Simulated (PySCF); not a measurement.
**Run report: RuNH$_{2}$O$_{2}$, frequency calculation**

System: RuNH$_{2}$O$_{2}$, multiplicity 2.
Method: UKS-based PBE0, Ru def2-TZVP with ECP28, N def2-TZVP, O def2-TZVP, H def2-TZVP; non-relativistic Hamiltonian with a scalar-relativistic core potential; density fitting (PySCF 2.14.0).

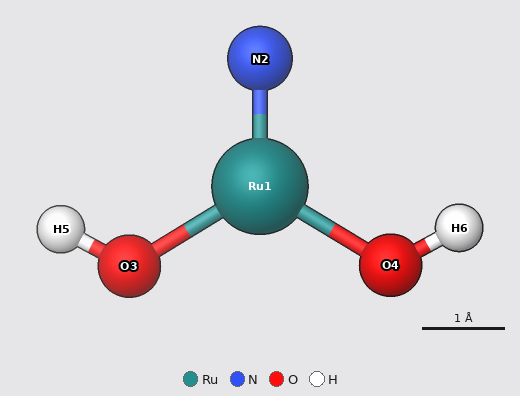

The structure (ball-and-stick view, seen on its broad side; atoms are numbered from 1 in the order of the input). Sticks mark near contacts.

Input file
```python
from pyscf import gto, scf, dft
mol = gto.M(atom='''
Ru     0.000000    -0.000000     0.068460
N      0.000000    -0.000000     1.638954
O      1.581029    -0.315023    -0.906853
O     -1.581029     0.315023    -0.906853
H      2.410131    -0.480224    -0.450331
H     -2.410131     0.480224    -0.450331''',
    basis={'Ru': 'def2-TZVP', 'N': 'def2-TZVP', 'O': 'def2-TZVP', 'H': 'def2-TZVP'},
    ecp={'Ru': 'def2-TZVP'},
    charge=0, spin=1)
mf = dft.UKS(mol, xc='PBE0')
mf.grids.atom_grid = (75, 302)
aux = {'Ru': 'def2-universal-JKFIT', 'N': 'def2-universal-JKFIT', 'O': 'def2-universal-JKFIT', 'H': 'def2-universal-JKFIT'}
mf = mf.density_fit(auxbasis=aux)
mf.conv_tol = 1e-09
mf.diis_space = 10
mf.max_cycle = 60
mf.verbose = 4
mf.kernel()
```

The script is an equivalent of the set-up of the self-consistent field. The run itself was carried out by a driver, which started from the orbitals of the step before it where there was one and computed the further properties.

Run on 4 threads of Intel Xeon (Granite Rapids), 32 GiB of memory available, shared host.

Command:
```bash
OMP_NUM_THREADS=4 python axn.py task.json out
```

Output
```
init E= -301.144094961219
  alpha nocc = 21  HOMO = -0.268247018156961  LUMO = -0.0919547092017012
  beta  nocc = 20  HOMO = -0.258969634659142  LUMO = -0.125570167689222
  HOMO = -0.258969634659  LUMO = -0.125570167689  gap/eV = 3.62998
cycle= 1 E= -301.144094961215  delta_E= 3.41e-12  |g|= 3.04e-06  |ddm|= 2.3e-06
  alpha nocc = 21  HOMO = -0.268246939320577  LUMO = -0.0919552011095242
  beta  nocc = 20  HOMO = -0.258969532887466  LUMO = -0.125569861581479
  HOMO = -0.258969532887  LUMO = -0.125569861581  gap/eV = 3.62999
Extra cycle  E= -301.144094961164  delta_E= 5.13e-11  |g|= 1.23e-05  |ddm|= 7.28e-06
converged SCF energy = -301.144094961164  <S^2> = 0.76841684  2S+1 = 2.0183328
```

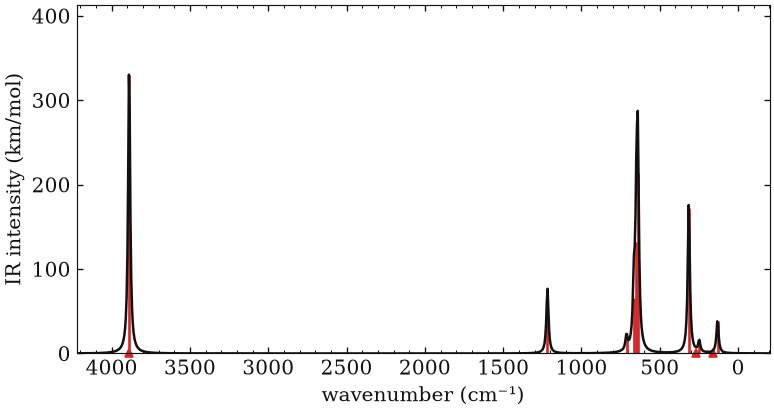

Harmonic infrared spectrum, unscaled: sticks (degenerate modes added up, dark ones marked on the axis) with a Lorentzian envelope of 16 cm⁻¹ full width, scaled to the tallest stick. 12 modes from 132 to 3892 cm⁻¹, none imaginary. The strongest line is at 3888 cm⁻¹ (330 km/mol). All modes, in cm⁻¹ (km/mol): 132 (39), 159 (0.4), 248 (13.6), 272 (0.0), 315 (172), 640 (214), 649 (133), 665 (66), 712 (17.2), 1217 (75), 3888 (330), 3892 (0.6).

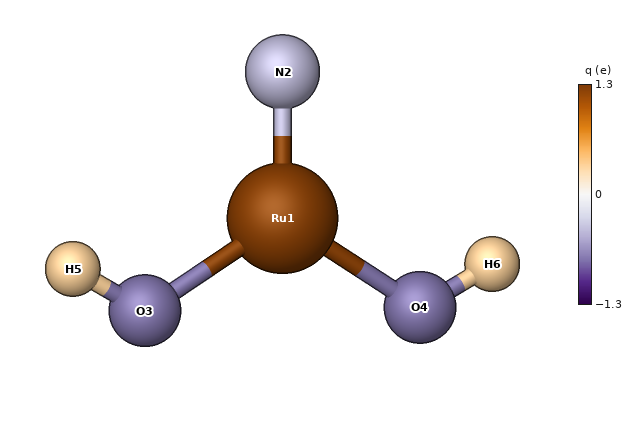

Mulliken charges, as the colour of each atom (ball-and-stick view, seen at a tilt; atoms are numbered from 1 in the order of the input; Mulliken charges depend strongly on the basis). By element: Ru +1.22, N −0.42, O −0.74 and H +0.34 e.

Key numbers

| quantity | value |
| --- | --- |
| outcome | converged |
| total energy | −301.144095 hartree |
| ⟨S²⟩ | 0.768 |
| zero-point energy | 0.029139 hartree |
| dipole moment | 1.33 D |
| wavenumbers, lowest and highest | 132 and 3892 cm⁻¹ |
| wall time | 2.2 min (CPU time 7.7 min) |
| peak memory | 2 GiB |
